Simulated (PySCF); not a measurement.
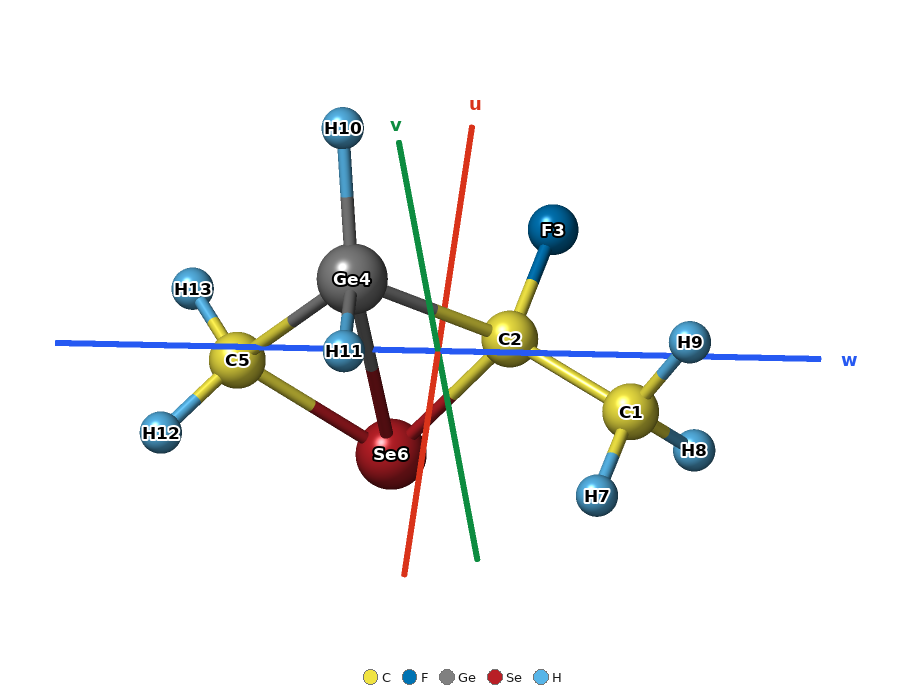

The lines u, v and w are the principal axes of the static dipole polarisability. The geometry was computed by an optimisation with GFN2-xTB. No frequency run is at hand to confirm it as a minimum. Computed with ωB97X-D/def2-SVPD (PySCF 2.14.0).

### Along which axis is the molecule most polarisable, and along which least?

Most along v (nearly parallel to the Ge4–Se6 bond), least along u.

### Give the three principal values.

u 77.2, v 104.0, w 96.4 bohr³; mean 92.6, anisotropy 24.0 bohr³.

The geometry is semi-empirical. Around Ge, Se such bond lengths and angles can be off by a tenth of an ångström or more and by several degrees, and values that hang on the shape move with them.
